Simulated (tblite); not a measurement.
**Molecular dynamics, with input and output: C6H5FO**

C6H5FO (4-fluorophenol), SMILES Oc1ccc(F)cc1, computed with GFN2-xTB Langevin dynamics, gas phase (tblite 0.8.0).

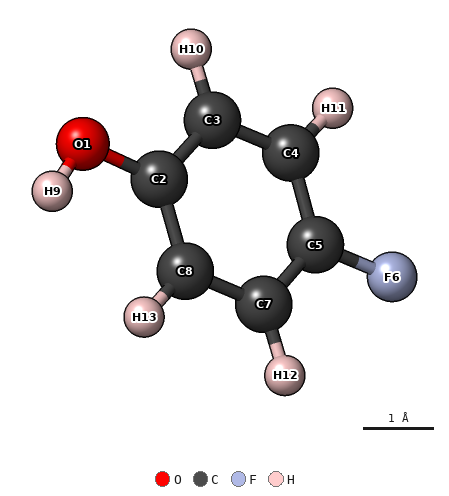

*The structure as given in the input (ball-and-stick view, seen at a tilt; atoms are numbered from 1 in the order of the input).*

Bond lengths as drawn: C–C 1.38 to 1.39 Å, C–F 1.35 Å, C–H 1.08 Å, C–O 1.36 Å and H–O 0.96 Å.

### Results in brief

| quantity | value |
| --- | --- |
| outcome | finished |
| mean temperature over the second half | 345 K |
| trajectory | 25 frames kept, 12600 fs |
| hardware | 1 CPU thread, shared host |
| wall time | 42 s |
| peak memory | 0.39 GiB |

### Input file
```
{"job": {"dt": 1.5, "steps": 8000, "equilibration": 400, "friction": 0.005, "h_mass": 4.0, "temperature": 350, "xc": "GFN2-xTB", "basis": "xTB", "kind": "md"}, "charge": 0, "multiplicity": 1}
O      2.452881    -0.505963     0.037975
C      1.120365    -0.243343     0.013579
C      0.241288    -1.320755    -0.069048
C     -1.121549    -1.104206    -0.097247
C     -1.596646     0.194232    -0.041018
F     -2.931065     0.409072    -0.067359
C     -0.743717     1.277752     0.041955
C      0.621035     1.053452     0.068228
H      2.951203     0.318129     0.096829
H      0.646965    -2.318412    -0.110155
H     -1.815159    -1.927039    -0.161501
H     -1.145213     2.277600     0.084710
H      1.302058     1.891425     0.132140
```

The first line tells a small driver script what to run in tblite; the rest is the geometry in Å.

Run as:
```bash
OMP_NUM_THREADS=1 python <driver script> task.json out
```

### Log
```
t/fs     T/K   E - E0/eV
     0.0    276.9     0.0000
   525.0    360.8     0.3869
  1050.0    663.9     0.4126
  1575.0    267.0     0.5571
  2100.0    164.6     0.4282
  2625.0    434.0     0.3729
  3150.0    345.5     0.3904
  3675.0    194.1     0.3634
  4200.0    364.4     0.5242
  4725.0    333.9     0.4281
  5250.0    333.9     0.3023
  5775.0    291.4     0.3380
  6300.0    306.6     0.3664
  6825.0    429.8     0.5664
  7350.0    376.9     0.4280
  7875.0    295.8     0.5527
  8400.0    314.9     0.6878
  8925.0    315.6     0.5031
  9450.0    296.7     0.4297
  9975.0    420.3     0.4819
 10500.0    262.9     0.4877
 11025.0    397.2     0.5236
 11550.0    448.5     0.4305
 12075.0    329.7     0.6585
 12600.0    288.1     0.4694
```

### Trajectory as extended XYZ (Å, eV, eV/Å), 8 of the 25 frames kept, from step=0 to step=8400
```
13
Properties=species:S:1:pos:R:3:forces:R:3 step=0 time_fs=0.0 energy=-658.06207 temperature=276.9
O     2.4529   -0.5060    0.0380   -0.0010   0.0020   0.0000
C     1.1204   -0.2433    0.0136    0.0000   0.0010   0.0000
C     0.2413   -1.3208   -0.0690    0.0010   0.0020  -0.0010
C    -1.1215   -1.1042   -0.0972    0.0010  -0.0010   0.0020
C    -1.5966    0.1942   -0.0410   -0.0010   0.0010   0.0020
F    -2.9311    0.4091   -0.0674   -0.0020   0.0000  -0.0010
C    -0.7437    1.2778    0.0420    0.0010   0.0010  -0.0030
C     0.6210    1.0535    0.0682    0.0000   0.0000   0.0030
H     2.9512    0.3181    0.0968    0.0020  -0.0010   0.0000
H     0.6470   -2.3184   -0.1102    0.0000   0.0000  -0.0010
H    -1.8152   -1.9270   -0.1615   -0.0020  -0.0010   0.0000
H    -1.1452    2.2776    0.0847    0.0020   0.0000  -0.0010
H     1.3021    1.8914    0.1321   -0.0020  -0.0030   0.0010
13
Properties=species:S:1:pos:R:3:forces:R:3 step=1050 time_fs=1575.0 energy=-657.50494 temperature=267.0
O     1.0367   -2.8589   -1.2743    2.1830   1.1980   1.0630
C     1.0020   -1.5774   -0.7021    1.3980  -1.1170  -0.2520
C    -0.2206   -1.0825   -0.3191   -1.5270  -3.5300  -0.8620
C    -0.3419    0.0883    0.3093    0.1260   0.6920  -0.1060
C     0.7728    0.8445    0.4895    1.1070   1.2980  -0.1370
F     0.5875    2.0552    1.0672    0.3000   0.1230   0.0440
C     2.0336    0.4566    0.0716    0.9420  -1.3480   0.9490
C     2.1811   -0.8616   -0.4037   -1.1740   0.4470  -0.2390
H     2.0182   -3.0854   -1.1886   -1.7050  -0.1020  -0.5090
H    -1.0568   -1.8537   -0.4148    0.8640   1.4400  -0.0530
H    -1.2646    0.4732    0.5704   -1.5750   0.5730   0.7070
H     2.9645    0.9567    0.3807   -0.8090   0.1420  -0.3510
H     3.1611   -1.3091   -0.5177   -0.1310   0.1820  -0.2540
13
Properties=species:S:1:pos:R:3:forces:R:3 step=2450 time_fs=3675.0 energy=-657.69864 temperature=194.1
O    -1.3245   -4.4985   -1.3973    0.0190  -0.0110   0.3060
C    -1.7092   -3.9525   -0.2178    0.0620   0.4040   0.8920
C    -0.8839   -4.0052    0.9322    0.2930  -0.9660  -0.5360
C    -1.1910   -3.3943    2.1304   -0.7090   0.2580  -0.9350
C    -2.3183   -2.5666    2.1708    1.2960  -1.2030  -0.1540
F    -2.5088   -1.8264    3.2546   -0.4890   0.4400   0.5620
C    -3.1582   -2.6096    1.1088   -1.4320   1.4480  -0.0710
C    -2.9093   -3.2781   -0.0669    0.4220   0.0780   0.4680
H    -1.9951   -4.2350   -2.0338    0.0100  -0.1730  -0.3120
H    -0.0067   -4.6515    0.8485   -0.1970   0.3460   0.0990
H    -0.6414   -3.5098    3.0242    0.7720  -0.1040   0.4310
H    -4.0464   -1.9838    1.0948   -0.0120  -0.0950   0.3440
H    -3.7133   -3.1410   -0.7450   -0.0340  -0.4220  -1.0960
13
Properties=species:S:1:pos:R:3:forces:R:3 step=3500 time_fs=5250.0 energy=-657.75978 temperature=333.9
O    -0.3329   -6.4096    0.2085   -0.0310  -0.9760   0.8480
C    -1.4074   -5.7403    0.6879    0.5910   0.2820   0.0150
C    -1.8265   -6.0539    1.9815    0.7800  -0.1930  -0.6090
C    -2.8113   -5.3246    2.5952    0.6490   0.3040  -0.4550
C    -3.3953   -4.2779    1.8743    0.1840  -0.1860   0.0570
F    -4.3440   -3.5304    2.4686   -0.2160   0.0860   0.0950
C    -2.9826   -3.9300    0.5943    0.3630  -1.2980   0.4750
C    -1.9383   -4.6649    0.0150   -1.2760   0.4650   1.0310
H     0.0267   -6.0447   -0.5837    0.1160   0.5180  -0.8580
H    -1.2111   -6.7988    2.4759   -0.4700   0.0080   0.1030
H    -2.8665   -5.5395    3.6360   -0.9710   0.2980   0.4750
H    -3.4777   -3.1811    0.0279   -0.1660   0.5850  -0.0430
H    -1.5521   -4.3137   -0.8938    0.4480   0.1080  -1.1340
13
Properties=species:S:1:pos:R:3:forces:R:3 step=4900 time_fs=7350.0 energy=-657.63412 temperature=376.9
O    -0.6117   -8.1093    0.9896    0.7270   0.6500  -0.4420
C    -1.2986   -7.1331    1.6359   -0.6240  -0.3850   1.4010
C    -1.7458   -7.4309    2.9549   -0.6570   0.6880  -0.5530
C    -2.5645   -6.5408    3.6933    1.8360  -0.5980  -2.0650
C    -2.8769   -5.3878    3.0099   -0.1710   1.0470   1.3180
F    -3.4904   -4.3825    3.7061   -0.3330  -0.2750  -0.0840
C    -2.4432   -5.0500    1.7536   -0.3560   0.0070   0.0960
C    -1.6177   -5.9002    1.0869    0.7440  -0.0080  -2.6660
H    -0.0481   -7.6862    0.3040   -0.5100  -0.4550   0.3300
H    -1.5156   -8.4065    3.3315    0.1890  -0.1450   0.2020
H    -2.7205   -6.6607    4.7282   -0.5070  -0.2440   0.6240
H    -2.7957   -4.1518    1.3061    0.0010   0.5580  -0.1060
H    -1.2945   -5.5794    0.0109   -0.3390  -0.8400   1.9460
13
Properties=species:S:1:pos:R:3:forces:R:3 step=5950 time_fs=8925.0 energy=-657.55899 temperature=315.6
O     0.5325   -8.8965    1.0072    0.9440   0.6600  -0.5650
C     0.5463   -7.6472    1.5449   -0.2200  -0.0960  -0.5280
C     0.1613   -7.4206    2.8338   -0.1220   0.5670   1.2750
C     0.0150   -6.0816    3.2145   -0.2100  -1.3400   0.9440
C     0.0757   -5.0671    2.3107    0.9470  -0.5670  -0.8870
F    -0.1394   -3.8349    2.7080   -0.4300   1.5220   0.4410
C     0.5641   -5.2707    1.0164   -0.0620  -1.1270   0.4560
C     0.8749   -6.5764    0.6814   -0.6710  -0.1620   0.7050
H     0.9402   -8.6616    0.1488   -0.3150  -1.2440   0.0570
H     0.0097   -8.1829    3.6212    0.1200   0.3460  -1.0050
H    -0.1755   -5.9471    4.2671   -0.2430   0.5510  -0.0540
H     0.6517   -4.4693    0.3259    0.2120   0.4370  -0.2620
H     1.3146   -6.8949   -0.2427    0.0500   0.4520  -0.5750
13
Properties=species:S:1:pos:R:3:forces:R:3 step=7350 time_fs=11025.0 energy=-657.53849 temperature=397.2
O    -0.1535  -10.7481    1.0639   -0.7840   0.4770   0.5060
C     0.2450   -9.5135    1.4893    2.4150   0.3670  -0.6560
C    -0.5664   -8.4163    1.7778   -1.8060  -2.7290  -1.1740
C    -0.0500   -7.2028    1.9969    0.6980   1.1070   0.3280
C     1.3141   -6.9898    2.0119   -0.3820   0.8580  -0.6620
F     1.6296   -5.6613    2.0584    0.7370  -0.4490   0.2980
C     2.2038   -8.0083    1.6851    0.5420   1.9760   0.6590
C     1.6508   -9.2227    1.4316   -0.8390  -1.1870   0.3320
H     0.5658  -11.3901    1.0551    0.1250   0.2690  -0.0080
H    -1.6520   -8.4737    1.6126    0.4950  -0.3590   0.4010
H    -0.7564   -6.4130    2.0902    0.0090   0.7220   0.2550
H     3.2933   -7.7756    1.6471   -1.0560  -0.4420  -0.0760
H     2.3764   -9.9800    1.2021   -0.1540  -0.6120  -0.2040
13
Properties=species:S:1:pos:R:3:forces:R:3 step=8400 time_fs=12600.0 energy=-657.59270 temperature=288.1
O     2.8984   -9.4471   -1.5586    1.9330  -0.5680  -2.2900
C     2.3765   -9.3363   -0.3668   -1.4260   0.0490   1.5650
C     1.0519   -8.8565   -0.3091    1.5290   0.1070  -1.0020
C     0.5682   -8.4364    0.8932   -0.7180  -0.4110   0.7680
C     1.2106   -8.7921    2.0665    1.1140   0.7160   1.1480
F     0.7397   -8.2437    3.2670    0.3390  -0.8320  -1.1410
C     2.4750   -9.4316    2.0501   -2.0710   1.0040   0.7400
C     2.9899   -9.6713    0.8256    1.6000  -0.7950  -1.0370
H     3.8655   -9.7068   -1.6347   -1.3530   0.2390   0.6120
H     0.6510   -8.6852   -1.2991   -0.5180   0.2510   0.3640
H    -0.3674   -7.9169    0.9537   -0.2740   0.0950   0.0560
H     3.0518   -9.6865    2.9157   -0.2460   0.0380   0.3620
H     3.9629  -10.1535    0.7882    0.0910   0.1060  -0.1430
```

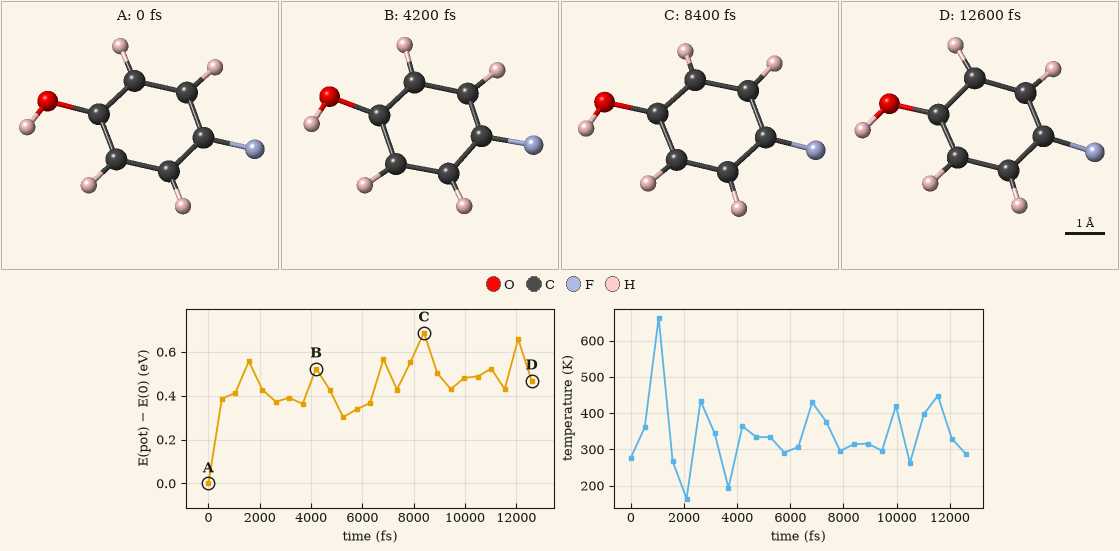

*Frames of the molecular dynamics (ball-and-stick, seen at a tilt) above the curves, on which the letters mark them.*

The trajectory kept here has 25 frames over 12600 fs. The temperature starts at 277 K, ranges from 165 to 664 K and averages 345 K over the second half. The potential energy ends 0.469 eV above its first value. After an unweighted best fit of the last frame on the first, the root-mean-square displacement is 0.15 Å, and H9 has moved furthest (0.30 Å).
